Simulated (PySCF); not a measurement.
## Electronic structure of C$_{6}$H$_{9}$ClOSi (SMILES CC#CCC(=O)[SiH2]CCl) in real space

Input

```
{"job": {"kind": "nmr", "xc": "PBE0", "basis": "pcSseg-1"}, "charge": 0, "multiplicity": 1}
C      3.038432     1.085163     1.069567
C      2.261977     0.041621     0.438114
C      1.617541    -0.818261    -0.094262
C      0.839080    -1.865834    -0.718011
C     -0.637220    -1.750997    -0.394931
O     -1.346734    -2.727737    -0.328761
Si    -1.348794     0.017221    -0.099228
C     -3.227341    -0.156552    -0.379151
Cl    -4.011298     1.421971    -0.090095
H      3.315010     0.787999     2.080510
H      3.945274     1.275877     0.496667
H      2.451693     2.001872     1.118235
H      1.209683    -2.854792    -0.432919
H      0.919043    -1.777258    -1.807852
H     -0.774427     0.956664    -1.061388
H     -1.087432     0.418222     1.281534
H     -3.688040    -0.865250     0.305822
H     -3.485208    -0.448371    -1.395507
```

Command:

```sh
OMP_NUM_THREADS=1 python probes_run.py task.json out
```

Geometry: GFN2-xTB.

Method: PySCF, PBE0/pcSseg-1, SCF density, gas phase, non-relativistic.

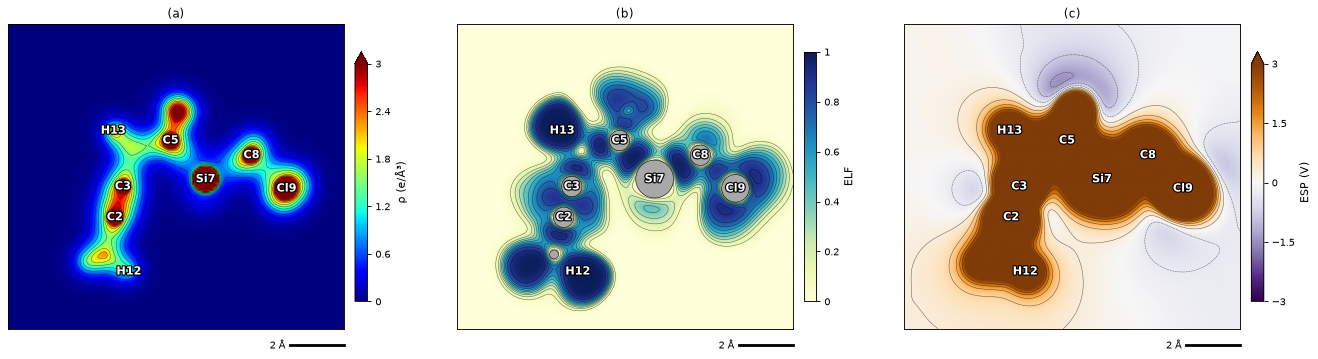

Figure 1. (a) electron density; (b) ELF; (c) electrostatic potential on the plane of atoms Si7, C8 and Cl9. Grey discs cover the atomic cores in the ELF map.

Q: What does the map show?

A:
- Atoms in the plane: C, Si, Cl and H.
- C–C (1.20 Å): ρ at the midpoint is about 2.7 e/Å³; the ELF peaks at about 0.80 between the atoms (a short, multiple covalent bond).
- C–Cl (1.79 Å): ρ is about 1.3 e/Å³ halfway; the ELF peaks at about 0.90 between the atoms: a shared electron pair.
- C–Si (1.91 Å): ρ at the midpoint is about 0.93 e/Å³; the ELF peaks at about 1 between the atoms: a covalent bond.
- The ELF also peaks beside Cl9 and O6, away from the bonds: lone-pair regions.
- Outside the dense part of the molecule the potential is most negative (−1.5 V) near O6, which lies off the plane.

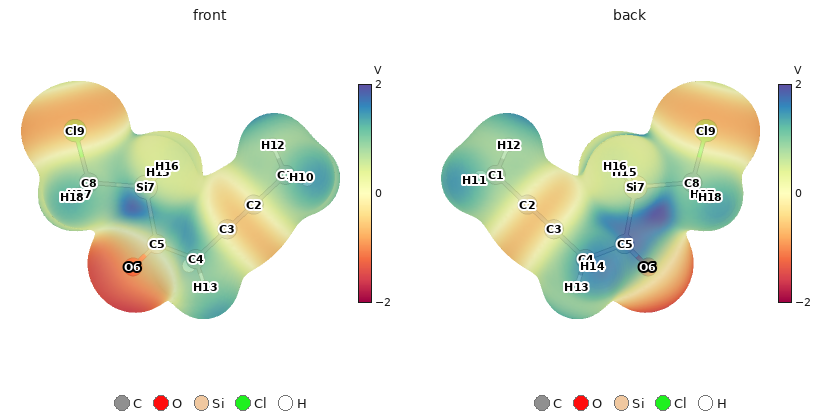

Figure 2. The electrostatic potential painted on the density surface at 0.004 e/bohr³, seen from the front and from behind; the colour scale runs from red (negative) to blue (positive).

Q: Where is the surface potential most negative and most positive?

A: The most negative region (about −1.5 V, or −35 kcal/mol for a unit charge) lies over O6, the most positive (about +1.9 V, or +44 kcal/mol for a unit charge) over Si7. Cl9 shows a σ-hole: about +0.4 V, or +9 kcal/mol for a unit charge at the tip opposite its bond, against about −0.6 V, or −14 kcal/mol for a unit charge on its flanks. O6 is the likeliest acceptor of a hydrogen bond.

Q: How polar is the molecule by this calculation?

A: Its dipole moment is 3.16 D.
